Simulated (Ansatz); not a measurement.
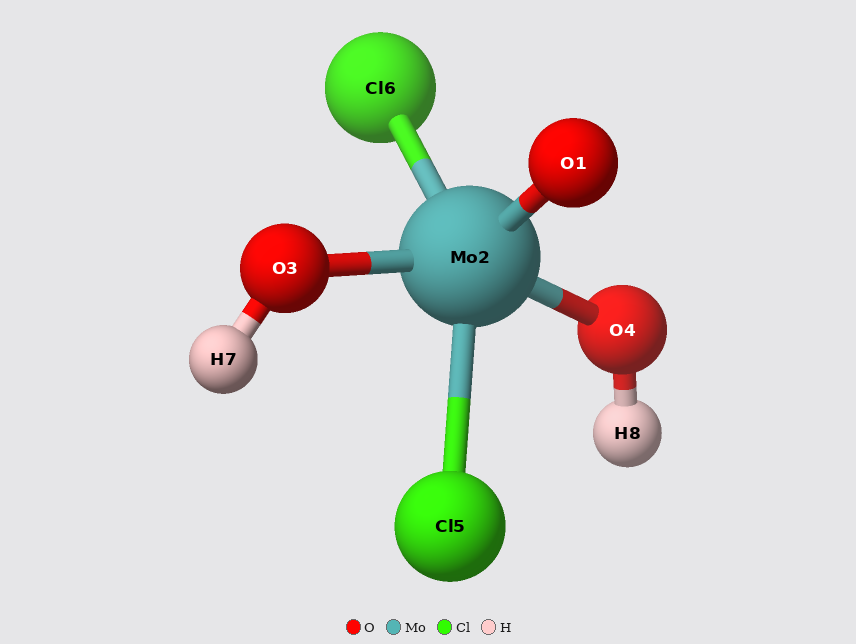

The atoms are numbered. Charge 0, singlet. The geometry was computed by an optimisation with PBE0-D4/def2-TZVP. No frequency run is at hand to confirm it as a minimum.

Which atoms are bonded, and how long are the bonds?

| bond | length (Å) |
| --- | --- |
| O1–Mo2 | 1.647 |
| Mo2–O3 | 1.853 |
| Mo2–O4 | 1.853 |
| Mo2–Cl5 | 2.392 |
| Mo2–Cl6 | 2.261 |
| O3–H7 | 0.963 |
| O4–H8 | 0.963 |
